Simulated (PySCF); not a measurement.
# WNOH: relaxation and vibrations of the singlet

Aim: relax WNOH as a singlet from a bent start, check by its vibrations whether the end is a minimum, and collect its spectrum and constants.

Computed with PySCF 2.14.0. Level: PBE0, basis W def2-TZVP with ECP60, N def2-TZVP, O def2-TZVP, H def2-TZVP, scalar-relativistic core potentials, no spin–orbit coupling, density fitting.

## Step 1: The starting structure

4 atoms, charge 0, spin multiplicity 1.

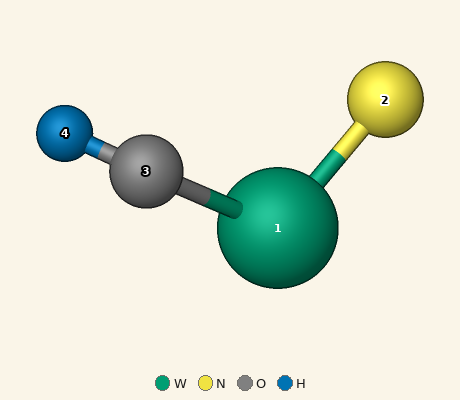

The starting geometry (tungsten teal, nitrogen yellow, oxygen grey, hydrogen blue); atoms are numbered from 1 in the order of the file.

Coordinates in bohr (charge 0 multiplicity 1):
```
W     0.0000    0.0000    0.0000
N     2.7864    0.0000    1.9510
O    -3.0959    0.0000    2.1679
H    -4.0512    1.3897    2.8367
```

## Step 2: The SCF at the typed geometry

One driver script runs all steps and calls PySCF; scf.py shows how it sets up the SCF of each step. The optimiser is the driver's own. After this first run the driver tries any further starts and a stability analysis.

File scf.py:

```python
from pyscf import gto, scf, dft
mol = gto.M(atom='''
W      0.000000     0.000000     0.000000
N      1.474500     0.000000     1.032400
O     -1.638300     0.000000     1.147200
H     -2.143800     0.735400     1.501100''',
    basis={'W': 'def2-TZVP', 'N': 'def2-TZVP', 'O': 'def2-TZVP', 'H': 'def2-TZVP'},
    ecp={'W': 'def2-TZVP'},
    charge=0, spin=0)
mf = dft.RKS(mol, xc='PBE0')
mf.grids.atom_grid = (50, 194)
aux = {'W': 'def2-universal-JKFIT', 'N': 'def2-universal-JKFIT', 'O': 'def2-universal-JKFIT', 'H': 'def2-universal-JKFIT'}
mf = mf.density_fit(auxbasis=aux)
mf.conv_tol = 1e-08
mf.diis_space = 10
mf.max_cycle = 60
mf.init_guess = 'minao'
mf.verbose = 4
mf.kernel()
```

Launch:

```bash
$ OMP_NUM_THREADS=4 python axn.py task.json out
```

Log (excerpt; [...] marks lines left out):

```text
[... the frontier levels of the middle cycles are left out ...]
init E= -178.018303917212
  HOMO = -0.290161232057538  LUMO = -0.278697250979375  gap/eV = 0.31195
cycle= 1 E= -196.974659549153  delta_E=  -19  |g|=  1.5  |ddm|= 7.91
  HOMO = -0.236676018665761  LUMO = -0.161839937854587  gap/eV = 2.03639
cycle= 2 E= -188.002275835716  delta_E= 8.97  |g|= 5.57  |ddm|= 4.24
  HOMO = -0.172091828349533  LUMO = -0.0916375525177029  gap/eV = 2.18927
cycle= 3 E= -197.4117883052  delta_E= -9.41  |g|= 0.463  |ddm|= 3.81
cycle= 4 E= -197.344006686124  delta_E= 0.0678  |g|= 0.754  |ddm|= 0.886
cycle= 5 E= -197.461460910179  delta_E= -0.117  |g|= 0.209  |ddm|= 0.445
cycle= 6 E= -197.471146644074  delta_E= -0.00969  |g|= 0.0524  |ddm|= 0.196
cycle= 7 E= -197.471670198679  delta_E= -0.000524  |g|= 0.025  |ddm|= 0.0388
cycle= 8 E= -197.471895806235  delta_E= -0.000226  |g|= 0.00842  |ddm|= 0.0518
cycle= 9 E= -197.471935911719  delta_E= -4.01e-05  |g|= 0.00506  |ddm|= 0.0258
cycle= 10 E= -197.471955727237  delta_E= -1.98e-05  |g|= 0.00275  |ddm|= 0.0215
cycle= 11 E= -197.47196352723  delta_E= -7.8e-06  |g|= 0.000816  |ddm|= 0.0176
cycle= 12 E= -197.471964428277  delta_E= -9.01e-07  |g|= 0.00032  |ddm|= 0.006
cycle= 13 E= -197.471964597726  delta_E= -1.69e-07  |g|= 0.00015  |ddm|= 0.00162
cycle= 14 E= -197.471964684216  delta_E= -8.65e-08  |g|= 8.63e-05  |ddm|= 0.00176
cycle= 15 E= -197.471964704039  delta_E= -1.98e-08  |g|= 2.28e-05  |ddm|= 0.000906
cycle= 16 E= -197.471964705708  delta_E= -1.67e-09  |g|= 9.81e-06  |ddm|= 0.000313
  HOMO = -0.230303629724737  LUMO = -0.141540513683168  gap/eV = 2.41537
Extra cycle  E= -197.471964705527  delta_E= 1.81e-10  |g|= 3.21e-05  |ddm|= 3.46e-05
converged SCF energy = -197.471964705527
```

This step, with its further starts and checks, took 6.3 s on 4 threads of Arm Neoverse V1, shared host.

Energies from each starting density:

| start | energy (Eh) |
| --- | --- |
| the minimal-basis guess | -197.471965 |
| a thermally smeared density | -197.471965 |
| a smeared PBE density | -197.471965 |

No lower closed-shell solution turned up from the other starts or in the test of internal stability.

## Step 3: Bent start, singlet: relaxation

The program finds C1 symmetry in the start. The walk stops when the largest gradient is under 0.0003 Eh/bohr and the energy has settled too.

scf.py: that of step 2 with these lines changed.

```diff
@@ -3,4 +3,4 @@
-W      0.000000     0.000000     0.000000
-N      1.474500     0.000000     1.032400
-O     -1.638300     0.000000     1.147200
-H     -2.143800     0.735400     1.501100''',
+W      0.035903    -0.003448    -0.159655
+N      1.510403    -0.003448     0.872745
+O     -1.602397    -0.003448     0.987545
+H     -2.107897     0.731952     1.341445''',
@@ -17 +16,0 @@
-mf.init_guess = 'minao'
```

Steps of the walk:

| step | energy (Eh) | change (kJ/mol) | largest gradient (Eh/bohr) |
| --- | --- | --- | --- |
| 0 | -197.471965 | 0.00 | 0.11374 |
| 1 | -197.501918 | -78.64 | 0.04953 |
| 2 | -197.510306 | -100.66 | 0.03857 |
| 3 | -197.512455 | -106.31 | 0.04488 |
| 4 | -197.515254 | -113.66 | 0.04827 |
| 5 | -197.518407 | -121.93 | 0.04034 |
| 6 | -197.521747 | -130.70 | 0.01042 |
| 7 | -197.522837 | -133.56 | 0.02025 |
| 8 | -197.523628 | -135.64 | 0.00609 |
| 9 | -197.523925 | -136.42 | 0.00228 |
| 10 | -197.523958 | -136.51 | 0.00168 |
| 11 | -197.523969 | -136.54 | 0.00073 |
| 12 | -197.523978 | -136.56 | 0.00039 |
| 13 | -197.523980 | -136.57 | 0.00026 |

The walk took 21 s.

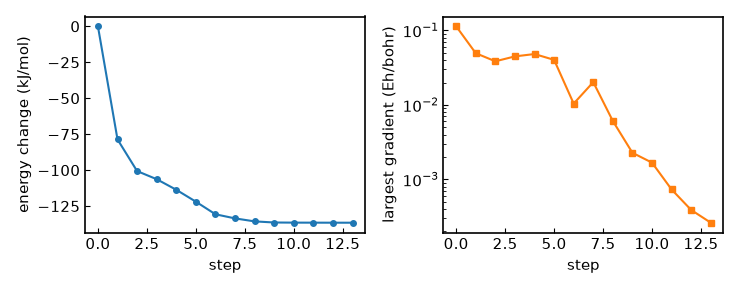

How energy and gradient fall.

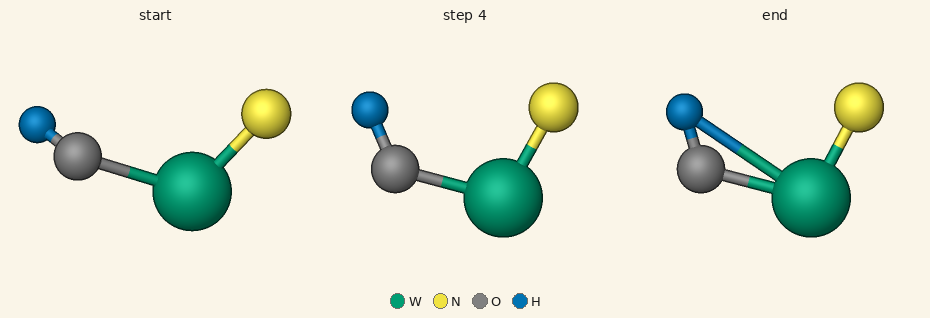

Start and end of the relaxation, with a step between.

After 13 steps and 136.6 kJ/mol it ends at Cs: O–H 0.962 Å, W–N 1.653 Å, W–O 1.835 Å; H–O–W 120.5°, N–W–O 103.3°.

## Step 4: Frequencies

On the finer grid the gradient is checked again; gradients at displacements of ±0.02 bohr then give force constants and infrared intensities.

scf.py: that of step 3 with these lines changed.

```diff
@@ -3,4 +3,4 @@
-W      0.035903    -0.003448    -0.159655
-N      1.510403    -0.003448     0.872745
-O     -1.602397    -0.003448     0.987545
-H     -2.107897     0.731952     1.341445''',
+W      0.054364    -0.064865    -0.140524
+N      1.166627     0.393776     0.992862
+O     -1.547456     0.353885     0.649825
+H     -1.571348     0.746137     1.528071''',
@@ -11 +11 @@
-mf.grids.atom_grid = (50, 194)
+mf.grids.atom_grid = (75, 302)
@@ -14 +14 @@
-mf.conv_tol = 1e-08
+mf.conv_tol = 1e-10
```

The driver hands on the density of the step before, so the log starts near convergence.

Log of the central SCF (cycles and frontier levels):

```text
init E= -197.523953031926
  HOMO = -0.214772307189381  LUMO = -0.109825711016775  gap/eV = 2.85574
cycle= 1 E= -197.523953031591  delta_E= 3.35e-10  |g|= 4.63e-05  |ddm|= 3.36e-05
  HOMO = -0.214770280707334  LUMO = -0.109824835500275  gap/eV = 2.85571
cycle= 2 E= -197.523953029667  delta_E= 1.92e-09  |g|= 0.000109  |ddm|= 7.85e-05
  HOMO = -0.214771187197901  LUMO = -0.109824880233787  gap/eV = 2.85573
cycle= 3 E= -197.523953031936  delta_E= -2.27e-09  |g|= 1.82e-05  |ddm|= 5.67e-05
  HOMO = -0.214771694862048  LUMO = -0.109825465459681  gap/eV = 2.85573
cycle= 4 E= -197.523953032004  delta_E= -6.81e-11  |g|= 5.17e-07  |ddm|= 1.04e-05
  HOMO = -0.214771545170322  LUMO = -0.109825273681895  gap/eV = 2.85573
Extra cycle  E= -197.523953032003  delta_E= 1.14e-12  |g|= 9.3e-07  |ddm|= 1.61e-06
converged SCF energy = -197.523953032003
```

The whole step took 40 s.

Geometry: Cs; O–H 0.962 Å, W–N 1.653 Å, W–O 1.835 Å; H–O–W 120.5°, N–W–O 103.2°.

Harmonic modes (main isotopes):

```csv
symmetry,ω (cm⁻¹),IR (km/mol),μ (u)
a',323,19.1,6.53
a'',573,96.6,1.14
a',758,229,3.50
a',796,6.6,1.50
a',1179,69.3,14.94
a',3874,238,1.07
```

Every mode is real; the point is a minimum.

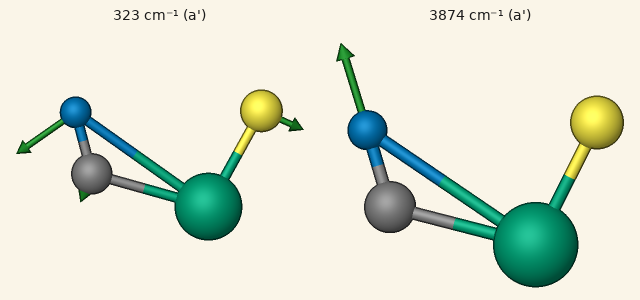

Displacements of 2 of the modes, as arrows (one member where a mode is degenerate).

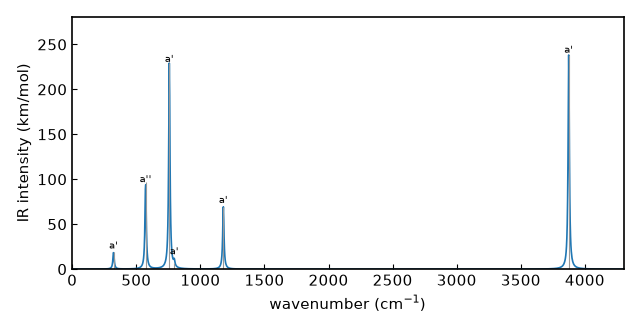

The harmonic infrared spectrum (widths in cm⁻¹). Lines are broadened to a width of 12 cm⁻¹ (Lorentzian).

Properties at this point:

| Quantity | Value |
| --- | --- |
| Dipole moment | 2.02 D |
| Highest occupied level | -5.84 eV |
| Lowest empty level | -2.99 eV |
| Rotational constants | 0.5422, 0.2748, 0.1824 cm⁻¹ |
| Zero-point energy | 44.9 kJ/mol |
| Principal polarisabilities | 61.3, 69.1, 71.9 bohr³ |
| Atomisation energy without zero-point energy | 1445 kJ/mol |
| Principal traceless quadrupole moments about the centre of mass | -8.14, -3.99, 12.13 D Å |
| Entropy at 298.15 K and 1 bar | 284.2 J/(mol K) |
| Heat capacity Cp at 298.15 K | 51.3 J/(mol K) |
| Enthalpy at 298.15 K above 0 K | 11.90 kJ/mol |
| Rotational symmetry number | 1 |

Populations by atom (charges in e):

| atom | Mulliken | Löwdin | polar tensor | Mayer order to W1 |
| --- | --- | --- | --- | --- |
| W1 | 0.55 | 0.37 | 0.97 | – |
| N2 | -0.38 | -0.33 | -0.57 | 3.01 |
| O3 | -0.54 | -0.22 | -0.74 | 1.29 |
| H4 | 0.37 | 0.18 | 0.35 | 0.02 |

Mulliken populations on W1 (outside its core potential): s 3.29, p 6.24, d 3.85, f 0.08.

## Step 5: A spin-polarised start

A stability analysis found the closed shell of the lowest minimum unstable towards spin polarisation, so the unrestricted solution is followed.

The program finds Cs symmetry in the start, which may break.

scf.py: that of step 4 with these lines changed.

```diff
@@ -3,4 +3,4 @@
-W      0.054364    -0.064865    -0.140524
-N      1.166627     0.393776     0.992862
-O     -1.547456     0.353885     0.649825
-H     -1.571348     0.746137     1.528071''',
+W      0.054357    -0.064839    -0.140466
+N      1.166620     0.393802     0.992920
+O     -1.547464     0.353911     0.649883
+H     -1.571356     0.746163     1.528128''',
@@ -10,2 +10,2 @@
-mf = dft.RKS(mol, xc='PBE0')
-mf.grids.atom_grid = (75, 302)
+mf = dft.UKS(mol, xc='PBE0')
+mf.grids.atom_grid = (50, 194)
@@ -14 +14 @@
-mf.conv_tol = 1e-10
+mf.conv_tol = 1e-08
```

Energy and gradient, step by step:

| step | energy (Eh) | change (kJ/mol) | largest gradient (Eh/bohr) |
| --- | --- | --- | --- |
| 0 | -197.530318 | 0.00 | 0.01444 |
| 1 | -197.530881 | -1.48 | 0.00317 |
| 2 | -197.530904 | -1.54 | 0.00153 |
| 3 | -197.530944 | -1.64 | 0.00279 |
| 4 | -197.530967 | -1.70 | 0.00053 |
| 5 | -197.530969 | -1.71 | 0.00043 |
| 6 | -197.530973 | -1.72 | 0.00027 |
| 7 | -197.530973 | -1.72 | 0.00002 |

The walk took 19 s.

Geometry (Å) and forces (eV/Å) at some steps:

```
step 0
W    0.054  -0.065  -0.140   0.510  -0.114  -0.204
N    1.167   0.394   0.993   0.258  -0.010  -0.005
O   -1.547   0.354   0.650  -0.743   0.152   0.272
H   -1.571   0.746   1.528  -0.026  -0.028  -0.064
step 1
W    0.062  -0.064  -0.134   0.159   0.027   0.065
N    1.195   0.390   0.985   0.034  -0.041  -0.088
O   -1.565   0.358   0.651  -0.163  -0.020  -0.040
H   -1.589   0.745   1.529  -0.030   0.034   0.063
step 4
W    0.065  -0.060  -0.127   0.017   0.006   0.013
N    1.215   0.385   0.977  -0.017  -0.008  -0.021
O   -1.573   0.357   0.652   0.027  -0.005   0.001
H   -1.605   0.747   1.529  -0.028   0.007   0.008
step 7
W    0.067  -0.060  -0.127   0.001  -0.002   0.000
N    1.221   0.383   0.974   0.000   0.003   0.001
O   -1.570   0.357   0.654   0.000  -0.001  -0.001
H   -1.616   0.749   1.530  -0.001   0.000   0.000
```

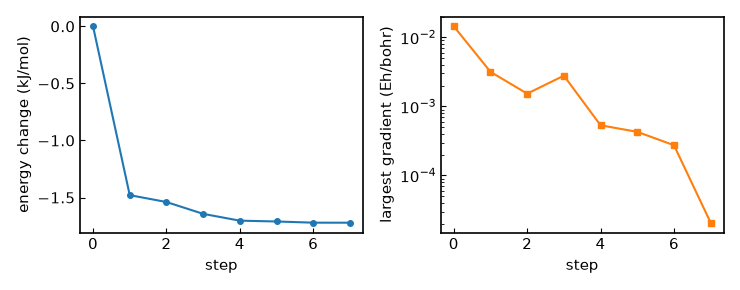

How energy and gradient fall.

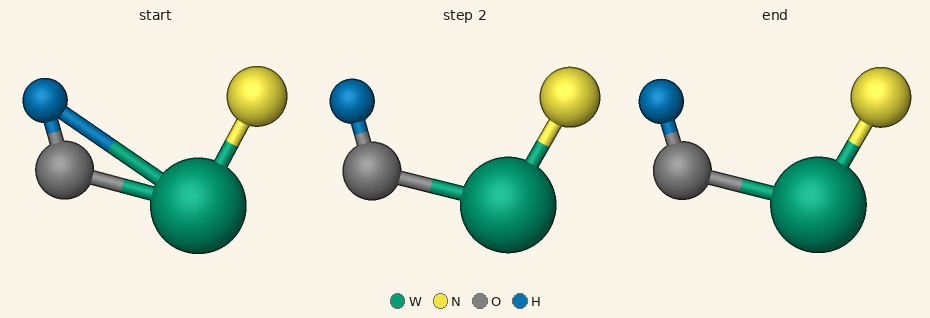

The geometry along the walk, at one scale.

It settles in Cs symmetry, 1.7 kJ/mol below the start, after 7 steps: O–H 0.961 Å, W–N 1.655 Å, W–O 1.861 Å; H–O–W 121.0°, N–W–O 105.9°.

## Step 6: Is it a minimum? Harmonic modes

The same treatment as at the point before.

scf.py: that of step 5 with these lines changed.

```diff
@@ -3,4 +3,4 @@
-W      0.054357    -0.064839    -0.140466
-N      1.166620     0.393802     0.992920
-O     -1.547464     0.353911     0.649883
-H     -1.571356     0.746163     1.528128''',
+W      0.054564    -0.063555    -0.137478
+N      1.208950     0.379077     0.963236
+O     -1.582735     0.352593     0.643222
+H     -1.628500     0.744975     1.519179''',
@@ -11 +11 @@
-mf.grids.atom_grid = (50, 194)
+mf.grids.atom_grid = (75, 302)
@@ -14 +14 @@
-mf.conv_tol = 1e-08
+mf.conv_tol = 1e-10
```

SCF at the final geometry:

```text
init E= -197.53095954636
[... the frontier-level lines of each cycle are left out ...]
cycle= 1 E= -197.530959546155  delta_E= 2.05e-10  |g|= 2.68e-05  |ddm|= 2.23e-05
cycle= 2 E= -197.53095954504  delta_E= 1.11e-09  |g|= 6.02e-05  |ddm|= 4.41e-05
cycle= 3 E= -197.530959546405  delta_E= -1.36e-09  |g|= 8.41e-06  |ddm|= 3.07e-05
cycle= 4 E= -197.530959546435  delta_E= -3.08e-11  |g|= 4.83e-07  |ddm|= 4.6e-06
Extra cycle  E= -197.530959546436  delta_E= -7.39e-13  |g|= 3.86e-07  |ddm|= 2.94e-06
converged SCF energy = -197.530959546436  <S^2> = 0.72592758  2S+1 = 1.9757809
```

The whole step took 71 s on 4 threads of Arm Neoverse V1, shared host.

Geometry: Cs; O–H 0.961 Å, W–N 1.655 Å, W–O 1.861 Å; H–O–W 121.0°, N–W–O 106.0°.

Modes, for the most abundant isotopes:

| ω (cm⁻¹) | IR (km/mol) | μ (u) |
| --- | --- | --- |
| 288 | 15.9 | 6.62 |
| 498 | 99.9 | 1.14 |
| 709 | 211 | 7.72 |
| 771 | 39.6 | 1.21 |
| 1167 | 74.1 | 14.95 |
| 3887 | 224 | 1.07 |

No imaginary mode, so this is a minimum.

Here the density breaks the symmetry of the frame, and no labels are given.

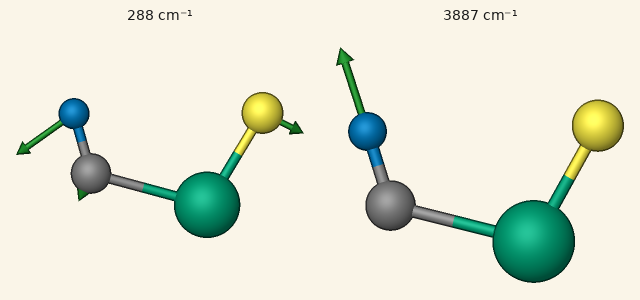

Displacements of 2 of the modes, as arrows (one member where a mode is degenerate).

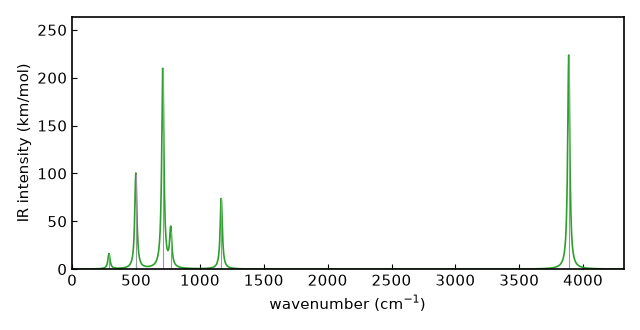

The harmonic infrared spectrum (widths in cm⁻¹). Lines are broadened to a width of 20 cm⁻¹ (Lorentzian).

Constants and moments:

* Dipole moment: 2.33 D
* Highest occupied level: -6.15 eV
* Lowest empty level: -2.60 eV
* Rotational constants: 0.5657, 0.2607, 0.1784 cm⁻¹
* Zero-point energy: 43.8 kJ/mol
* Principal polarisabilities: 58.4, 62.6, 65.9 bohr³
* Atomisation energy without zero-point energy: 1464 kJ/mol
* Principal traceless quadrupole moments about the centre of mass: -8.92, -2.19, 11.12 D Å
* Entropy at 298.15 K and 1 bar: 286.1 J/(mol K)
* Heat capacity Cp at 298.15 K: 52.9 J/(mol K)
* Enthalpy at 298.15 K above 0 K: 12.22 kJ/mol
* Rotational symmetry number: 1
* Spin squared ⟨S²⟩: 0.726

Populations by atom (charges in e):

| atom | Mulliken | Löwdin | polar tensor | spin (Mulliken) | Mayer order to W1 |
| --- | --- | --- | --- | --- | --- |
| W1 | 0.62 | 0.42 | 1.04 | 0.00 | – |
| N2 | -0.39 | -0.33 | -0.60 | 0.00 | 3.00 |
| O3 | -0.59 | -0.26 | -0.78 | 0.00 | 1.21 |
| H4 | 0.36 | 0.18 | 0.34 | 0.00 | 0.02 |

Mulliken populations on W1 (outside its core potential): s 3.03, p 6.29, d 3.99, f 0.08.

## Step 7: All stationary points

| spin | group | bonds | imaginary modes (cm⁻¹) | ΔE (kJ/mol) | with zero-point energy |
| --- | --- | --- | --- | --- | --- |
| broken-symmetry (Ms = 0) | Cs (density of lower symmetry) | O–H 0.961 Å, W–N 1.655 Å, W–O 1.861 Å | none | 0.0 | 0.0 |
| singlet | Cs | O–H 0.962 Å, W–N 1.653 Å, W–O 1.835 Å | none | 18.4 | 19.5 |

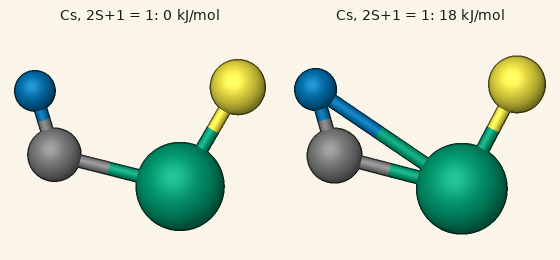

The points, lowest first (tungsten teal, nitrogen yellow, oxygen grey, hydrogen blue).

## Step 8: Results

```
                                          quantity                                                              value
                                           minimum                                       broken-symmetry (Ms = 0), Cs
                                          geometry  O–H 0.961 Å, W–N 1.655 Å, W–O 1.861 Å; H–O–W 121.0°, N–W–O 106.0°
                                wavenumbers (cm⁻¹)                                     288, 498, 709, 771, 1167, 3887
                                     dipole moment                                                             2.33 D
highest occupied, lowest empty level (either spin)                                                    -6.15, -2.60 eV
                         polar-tensor charge of W1                                                            +1.04 e
                                 zero-point energy                                                        43.8 kJ/mol
                               entropy at 298.15 K                                                    286.1 J/(mol K)
         atomisation energy (no zero-point energy)                                                        1464 kJ/mol
                                              ⟨S²⟩                                                              0.726
```

In words: The bent start (C1) ends in a minimum of Cs symmetry. The determinant is spin-contaminated (⟨S²⟩ = 0.73 against 0.00), so it is no pure spin state. In the infrared the band at 3887 cm⁻¹ leads. Other starts or spin states, not run here, may lie lower. The SCF density has lower symmetry than the nuclear frame. Spin–orbit coupling, left out here, can matter for elements this heavy.

The search up to here took 2.7 min.
